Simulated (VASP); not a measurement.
Band structure of PbF₂ (fluorite). These are PBE GGA, VASP's PBE PAW potentials (set 64) (plane waves; VASP 6.6.1) values and carry that method's errors.

Unless said otherwise, spin-orbit coupling is left out, though it shifts the bands of the heavy elements here.

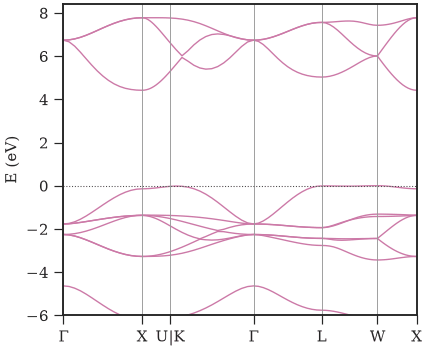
Figure. Bands along high-symmetry lines, zero at the valence-band maximum or, without a gap, the Fermi level

Question: Read the plot: is there a gap, and where are the band edges?

Answer: The gap is indirect, 4.42 eV, from the valence maximum at W to the conduction minimum at X. (Edges off the drawn lines would not show.)

The compound is PbF2 in the fluorite structure, the β form. It was relaxed first.
